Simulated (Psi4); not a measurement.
## Excited-state calculation, with input and output: BCl

The run: excited-state calculation of BCl, SMILES [B]Cl. Method and program: TDDFT (PBE0)/STO-3G, RKS (Psi4 1.11).

The geometry was optimised with PBE0/STO-3G.

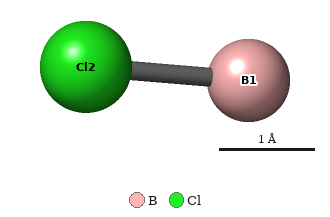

*The structure (ball-and-stick view, seen at an oblique angle; atoms are numbered from 1 in the order of the input).*

Bond lengths as drawn: B–Cl 1.80 Å.

Input (run.py)
```python
import psi4

psi4.set_memory(1600000000)
psi4.set_num_threads(1)
psi4.set_output_file('run.log', False)

with open('bcl.xyz') as f:
    atoms = ''.join(f.readlines()[2:])
geom = psi4.geometry('0 1\n' + atoms + 'symmetry c1')

psi4.set_options({
    'basis': 'STO-3G',
    'reference': 'rks',
    'save_jk': True,
})

from psi4.driver.procrouting.response.scf_response import tdscf_excitations
energy_value, wavefunction = psi4.energy('pbe0', molecule=geom, return_wfn=True)
states = tdscf_excitations(wavefunction, states=4, tda=False)
for k, s in enumerate(states, 1):
    print(f"root {k}: {s['EXCITATION ENERGY'] * 27.211386:.4f} eV  f = {s['OSCILLATOR STRENGTH (LEN)']:.4f}  {s['SYMMETRY']}")
print(f'pbe0 energy: {energy_value:.10f} Eh')
```

File bcl.xyz
```
2
BCl
B      0.000000     0.000000    -0.132169
Cl     0.000000     0.000000     1.667870
```

Command:
```bash
python run.py
```

Output
```
h
    h
    h

    -----------------------------------------------------------------------

    Memory:     1.5 GiB
    Threads:    1
                ecpint, einsums, f̶o̶r̶t̶e̶, gauxc, gcp, g̶d̶m̶a̶, geometric, g̶p̶u̶_̶d̶f̶c̶c̶,
                i̶n̶t̶e̶g̶r̶a̶t̶o̶r̶x̶x̶, i̶p̶i̶, libefp, m̶d̶i̶, m̶p̶2̶d̶, m̶r̶c̶c̶, ooo,
                o̶p̶e̶n̶f̶e̶r̶m̶i̶o̶n̶p̶s̶i̶4̶, pcmsolver, p̶s̶i̶4̶f̶o̶c̶k̶c̶i̶, p̶s̶i̶x̶a̶s̶,
                p̶y̶e̶i̶n̶s̶u̶m̶s̶, r̶e̶s̶p̶, s̶i̶m̶i̶n̶t̶, s̶n̶s̶m̶p̶2̶,
                v̶2̶r̶d̶m̶_̶c̶a̶s̶s̶c̶f̶

   => Loading Basis Set <=

    Name: STO-3G
    Role: ORBITAL
    Keyword: BASIS

         ---------------------------------------------------------
                                   SCF
                              RKS Reference
                        1 Threads,   1525 MiB Core
         ---------------------------------------------------------

  ==> Geometry <==

    Molecular point group: c1
    Full point group: C_inf_v

    Geometry (in Angstrom), charge = 0, multiplicity = 1:

       Center              X                  Y                   Z               Mass
    ------------   -----------------  -----------------  -----------------  -----------------
         B            0.000000000000     0.000000000000    -1.369026104860    11.009305360000
         CL           0.000000000000     0.000000000000     0.431012895140    34.968852682000

  Running in c1 symmetry.

  Rotational constants: A = ************  B =      0.62136  C =      0.62136 [cm^-1]
  Rotational constants: A = ************  B =  18627.88883  C =  18627.88883 [MHz]
  Nuclear repulsion =   24.988382422241965

  Charge       = 0
  Multiplicity = 1
  Electrons    = 22
  Nalpha       = 11
  Nbeta        = 11

  ==> Algorithm <==

  SCF Algorithm Type is DF.
  DIIS enabled.
  MOM disabled.
  Fractional occupation disabled.
  Guess Type is SAD.
  Energy threshold   = 1.00e-06
  Density threshold  = 1.00e-06
  Integral threshold = 1.00e-12

  ==> Primary Basis <==

  Basis Set: STO-3G
    Blend: STO-3G
    Number of shells: 8
    Number of basis functions: 14
    Number of Cartesian functions: 14
    Spherical Harmonics?: true
    Max angular momentum: 1

  ==> DFT Potential <==

   => LibXC <=

    Version 7.1.2

   => Composite Functional: PBE0 <=

    PBE0 Hyb-GGA Exchange-Correlation Functional

    Deriv               =              1
    GGA                 =           TRUE
    Meta                =          FALSE

    Exchange Hybrid     =           TRUE
    MP2 Hybrid          =          FALSE

   => Exchange Functionals <=

    0.7500   Perdew, Burke & Ernzerhof

   => Exact (HF) Exchange <=

    0.2500               HF

   => Correlation Functionals <=

    1.0000   Perdew, Burke & Ernzerhof

   => LibXC Density Thresholds  <==

    XC_HYB_GGA_XC_PBEH:  1.00E-15

   => Molecular Quadrature <=

    Radial Scheme          =       TREUTLER
    Pruning Scheme         =           NONE
    Nuclear Scheme         =       TREUTLER

    Blocking Scheme        =         OCTREE
    BS radius alpha        =              1
    Pruning alpha          =              1
    Radial Points          =             75
    Spherical Points       =            302
    Total Points           =          39965
    Total Blocks           =            359
    Max Points             =            256
    Max Functions          =             14
    Weights Tolerance      =       1.00E-15

   => Loading Basis Set <=

    Name: (STO-3G AUX)
    Role: JKFIT
    Keyword: DF_BASIS_SCF

  ==> Integral Setup <==

  DFHelper Memory: AOs need 0.001 GiB; user supplied 1.104 GiB.
  SCF_SUBTYPE=INCORE selected. In-core MEM_DF algorithm will be used.
  Using in-core AOs.

  ==> MemDFJK: Density-Fitted J/K Matrices <==

    J tasked:                   Yes
    K tasked:                   Yes
    wK tasked:                   No
    Memory [MiB]:              1130
    Algorithm:                 Core
    Schwarz Cutoff:           1E-12
    Mask sparsity (%):       0.0000
    Fitting Condition:        1E-10

   => Auxiliary Basis Set <=

  Basis Set: (STO-3G AUX)
    Blend: DEF2-UNIVERSAL-JKFIT
    Number of shells: 63
    Number of basis functions: 203
    Number of Cartesian functions: 244
    Spherical Harmonics?: true
    Max angular momentum: 4

  Cached 100.0% of DFT collocation blocks in 0.013 [GiB].

  Minimum eigenvalue in the overlap matrix is 3.4981399238E-01.
  Reciprocal condition number of the overlap matrix is 2.0403591953E-01.
    Using symmetric orthogonalization.

  ==> Pre-Iterations <==

  SCF Guess: Superposition of Atomic Densities via on-the-fly atomic UHF (no occupation information).

   -------------------------
    Irrep   Nso     Nmo
   -------------------------
     A         14      14
   -------------------------
    Total      14      14
   -------------------------

  ==> Iterations <==

                           Total Energy        Delta E     RMS |[F,P]|

   @DF-RKS iter SAD:  -478.86239503105315   -4.78862e+02   0.00000e+00
   @DF-RKS iter   1:  -479.42321650446348   -5.60821e-01   1.04559e-02 DIIS/ADIIS
   @DF-RKS iter   2:  -479.41844539768499    4.77111e-03   1.32383e-02 DIIS/ADIIS
   @DF-RKS iter   3:  -479.44862404738382   -3.01786e-02   8.08667e-04 DIIS/ADIIS
   @DF-RKS iter   4:  -479.44874950429306   -1.25457e-04   4.52596e-05 DIIS
   @DF-RKS iter   5:  -479.44874996494411   -4.60651e-07   5.52025e-06 DIIS
   @DF-RKS iter   6:  -479.44874997054944   -5.60533e-09   1.05422e-06 DIIS
   @DF-RKS iter   7:  -479.44874997076170   -2.12253e-10   1.35591e-08 DIIS
  Energy and wave function converged.

  ==> Post-Iterations <==

   Electrons on quadrature grid:
      Ntotal   =   22.0000004818 ; deviation = 4.818e-07

    Orbital Energies [Eh]
    ---------------------

    Doubly Occupied:

       1A   -100.647491     2A     -9.349251     3A     -7.095578
       4A     -7.087080     5A     -7.087080     6A     -6.598714
       7A     -0.810777     8A     -0.433486     9A     -0.312523
      10A     -0.312523    11A     -0.189306

    Virtual:

      12A      0.044665    13A      0.044665    14A      0.267666

    Final Occupation by Irrep:
              A
    DOCC [    11 ]
    NA   [    11 ]
    NB   [    11 ]

  @DF-RKS Final Energy:  -479.44874997076170

   => Energetics <=

    Nuclear Repulsion Energy =             24.9883824222419655
    One-Electron Energy =                -711.8842699062452084
    Two-Electron Energy =                 231.6521956541966745
    DFT Exchange-Correlation Energy =     -24.2050581409552024
    Empirical Dispersion Energy =           0.0000000000000000
    VV10 Nonlocal Energy =                  0.0000000000000000
    Total Energy =                       -479.4487499707616962

Computation Completed

Properties will be evaluated at   0.000000,   0.000000,   0.000000 [a0]

Properties computed using the SCF density matrix

 Multipole Moments:

 ------------------------------------------------------------------------------------
     Multipole            Electronic (a.u.)      Nuclear  (a.u.)        Total (a.u.)
 ------------------------------------------------------------------------------------

 L = 1.  Multiply by 2.5417464519 to convert [e a0] to [Debye]
 Dipole X            :         -0.0000000            0.0000000           -0.0000000
 Dipole Y            :          0.0000000            0.0000000            0.0000000
 Dipole Z            :         -1.0644769            0.9110156           -0.1534613
 Magnitude           :                                                    0.1534613

 ------------------------------------------------------------------------------------

	total time  =          1 seconds =       0.02 minutes

******************************************************************************************
**********                               WARNING                                **********
**********       The names of excited state variables changed between 1.5       **********
**********     and 1.6. For a quick solution, remove the symmetry specifier     **********
**********   from the variable name. For full details, see 'Notes on Psivars'   **********
**********                        in the documentation.                         **********
******************************************************************************************

         ---------------------------------------------------------
                         TDSCF excitation energies
         ---------------------------------------------------------

  ==> Options <==

     Residual threshold  : 1.0000e-04
     Initial guess       : denominators
     Reference           : RHF
     Solver type         : RPA (Hamiltonian)

  ==> Requested Excitations <==

      4 singlet states with A symmetry

  ==> Seeking the lowest 4 singlet states with A symmetry

                        Generalized Hamiltonian Solver

  ==> Options <==

    Max number of iterations        = 60
    Eigenvector tolerance           = 1.0000e-04
    Max number of expansion vectors = 800

  => Iterations <=
                              Max[D[value]]     Max[|R|]   # vectors
  HamiltonianSolver iter   1:   2.90580e-01  5.59979e-02     16
  HamiltonianSolver iter   2:   1.78870e-04  1.92774e-05     22      Converged

******************************************************************************************
**********                               WARNING                                **********
**********  Length-gauge rotatory strengths are **NOT** gauge-origin invariant  **********
******************************************************************************************

                                    Excitation Energy         Total Energy        Oscillator Strength             Rotatory Strength
     #   Sym: GS->ES (Trans)        au              eV              au          au (length)    au (velocity)    au (length)    au (velocity)
    ---- -------------------- --------------- --------------- --------------- --------------- --------------- --------------- ---------------
     1        A->A (1 A)       0.19079         5.19157        -479.25796       0.0551          0.1779         -0.0000         -0.0000
     2        A->A (1 A)       0.19079         5.19157        -479.25796       0.0551          0.1779          0.0000          0.0000
     3        A->A (1 A)       0.28453         7.74248        -479.16422       0.0000          0.0000         -0.0000         -0.0000
     4        A->A (1 A)       0.29058         7.90707        -479.15817       0.0000          0.0000          0.0000         -0.0000

Contributing excitations and de-excitations
Only contributions with abs(coeff) > 1.00e-01 will be printed:

Excited State    1 (1 A):   0.19079 au   238.82 nm f = 0.0551
  Sums of squares: Xssq =  1.036071e+00; Yssq =  3.607147e-02; Xssq - Yssq =  1.000000e+00
      8a  ->  12a    -0.123823 ( 1.533%)
     11a  ->  12a     1.009779 (101.965%)
     11a  <-  12a    -0.179196 ( 3.211%)

Excited State    2 (1 A):   0.19079 au   238.82 nm f = 0.0551
  Sums of squares: Xssq =  1.036071e+00; Yssq =  3.607147e-02; Xssq - Yssq =  1.000000e+00
      8a  ->  13a    -0.123823 ( 1.533%)
     11a  ->  13a     1.009779 (101.965%)
     11a  <-  13a    -0.179196 ( 3.211%)

Excited State    3 (1 A):   0.28453 au   160.13 nm f = 0.0000
  Sums of squares: Xssq =  1.000201e+00; Yssq =  2.012573e-04; Xssq - Yssq =  1.000000e+00
      9a  ->  13a     0.707161 (50.008%)
     10a  ->  12a     0.707161 (50.008%)

Excited State    4 (1 A):   0.29058 au   156.80 nm f = 0.0000
  Sums of squares: Xssq =  1.000005e+00; Yssq =  4.575473e-06; Xssq - Yssq =  1.000000e+00
      9a  ->  13a    -0.707086 (49.997%)
     10a  ->  12a     0.707086 (49.997%)

******************************************************************************************
**********                               WARNING                                **********
**********       The names of excited state variables changed between 1.5       **********
**********     and 1.6. For a quick solution, remove the symmetry specifier     **********
**********   from the variable name. For full details, see 'Notes on Psivars'   **********
**********                        in the documentation.                         **********
******************************************************************************************
```

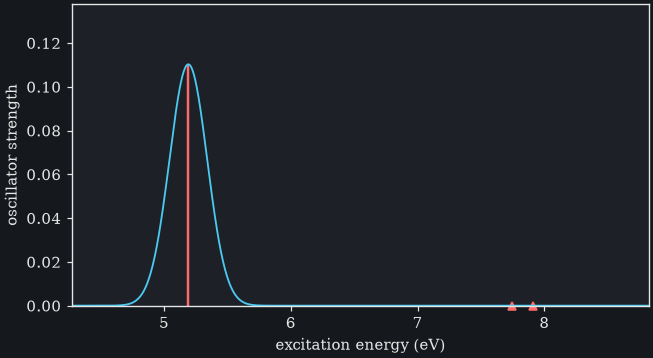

*Computed excitations as sticks (degenerate states added up, dark ones marked on the axis), with a Gaussian envelope of 0.35 eV full width at half maximum, scaled to the tallest.*

Of the 4 states the lowest lies at 5.19 eV (f = 0.055); the strongest line is at 5.19 eV, or 239 nm (f = 0.110, summed over 2 states that lie within 0.004 eV).

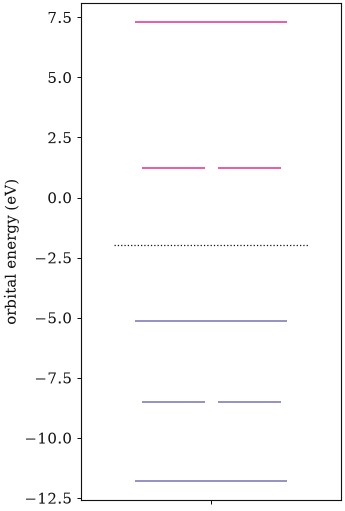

*Orbital energies near the frontier; the dotted line parts filled from empty levels, and levels within 0.02 eV of each other stand side by side.*

Highest filled −5.15 eV, lowest empty 1.22 eV, 6.37 eV apart.

Key numbers

```csv
quantity,value
outcome,converged
total energy,−479.448750 hartree
basis functions,14
HOMO,−5.15 eV
LUMO,1.22 eV
dipole moment,0.39 D
lowest excitation,5.19 eV
hardware,"1 thread of AMD EPYC (Zen 5), 16 GiB of memory available, shared host"
wall time,1.4 s
peak memory,0.21 GiB
```
